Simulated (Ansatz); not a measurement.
## Electronic structure of CH₇NOSi···HCl in real space

```yaml
atoms:
  - { symbol: Si, position_ang: [-1.2057, -0.2431, 0.2831] }
  - { symbol: O, position_ang: [0.3266, 0.2505, 0.7868] }
  - { symbol: C, position_ang: [1.4597, -0.5734, 0.5611] }
  - { symbol: H, position_ang: [-1.4461, -1.5877, 0.8704] }
  - { symbol: H, position_ang: [-2.0688, 0.8318, 0.8160] }
  - { symbol: N, position_ang: [-1.4351, -0.4014, -1.4025] }
  - { symbol: H, position_ang: [0.7232, 1.8594, 0.4371] }
  - { symbol: Cl, position_ang: [1.0582, 3.0746, 0.0352] }
  - { symbol: H, position_ang: [2.3347, -0.0655, 0.9748] }
  - { symbol: H, position_ang: [1.6225, -0.7424, -0.5106] }
  - { symbol: H, position_ang: [1.3400, -1.5404, 1.0652] }
  - { symbol: H, position_ang: [-1.4628, 0.3983, -2.0194] }
  - { symbol: H, position_ang: [-1.2463, -1.2606, -1.8971] }
```

Theory: RKS PBE0-D4/6-31G* (Ansatz).

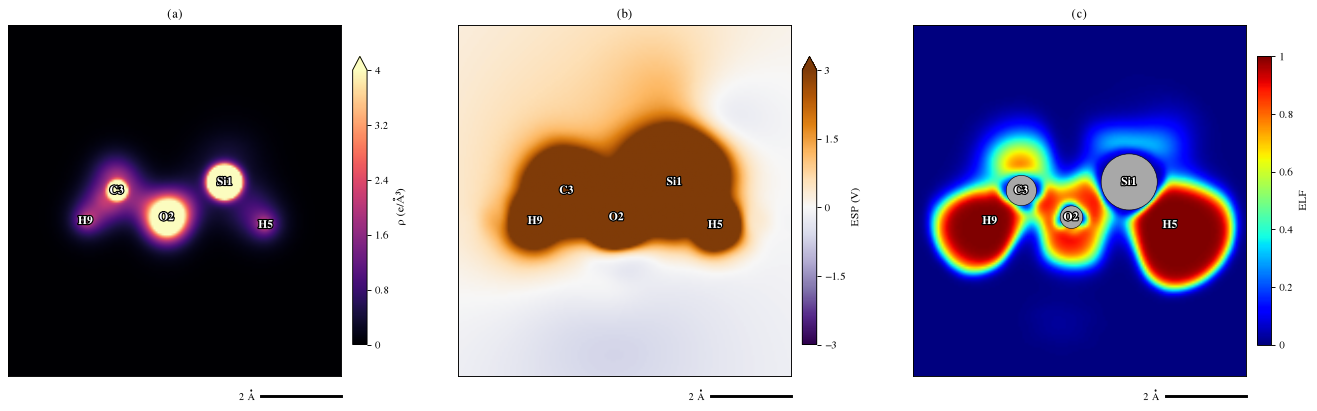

Figure 1. (a) total electron density; (b) electrostatic potential; (c) ELF on the plane of atoms O2, Si1 and H5. Grey discs cover the atomic cores in the ELF map.

What do the fields say about this system?

Atoms in the plane: Si, O, C and H. C–O (1.42 Å): ρ at the midpoint is about 2 e/Å³, with its minimum of 1.7 e/Å³ about 0.5 Å from C; the ELF peaks at about 0.90 between the atoms; a polar covalent bond. Si–O (1.69 Å): the density is about 1 e/Å³ at the midpoint; the ELF peaks at about 0.90 between the atoms, as expected for a polar covalent bond. C–H (1.09 Å): the density is about 2 e/Å³ at the midpoint; the ELF climbs to about 1 towards the hydrogen, as it does in any bond to H; a covalent bond by its length. The ELF also peaks beside O2, away from the bonds: lone-pair regions. Outside the dense part of the complex the potential is most negative (−0.7 V) near Cl8, which lies off the plane.

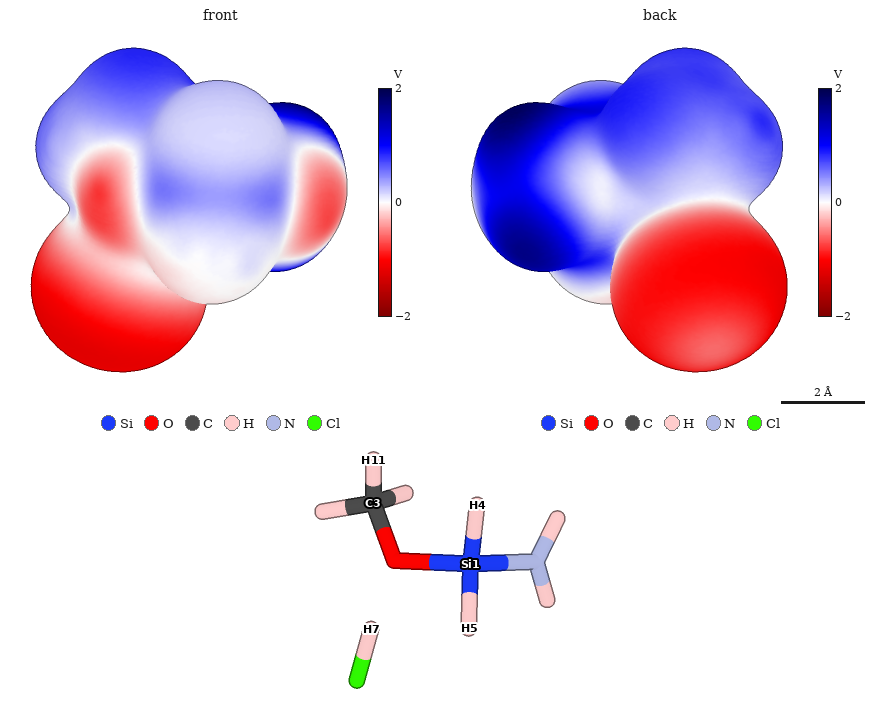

Figure 2. The electrostatic potential painted on the density surface at 0.001 e/bohr³, seen from the front and from behind; red is negative and blue positive. The bare structure is drawn below in the same view.

Describe the electrostatic potential map.

The most negative region (about −1.2 V) lies over Cl8, the most positive (about +1.8 V) over H13.

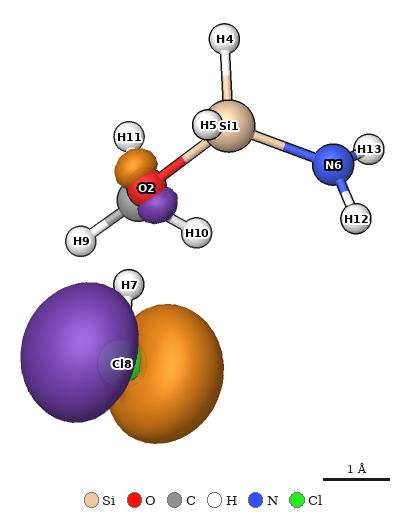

Figure 3. The HOMO−1 at ±0.15 Å⁻³ᐟ² (orange and purple are the two phases), seen at an oblique angle.

Describe this orbital and give its energy.

It lies mainly on Cl8 (about 95 %); largely a lone pair of Cl8. Its energy is −8.32 eV.
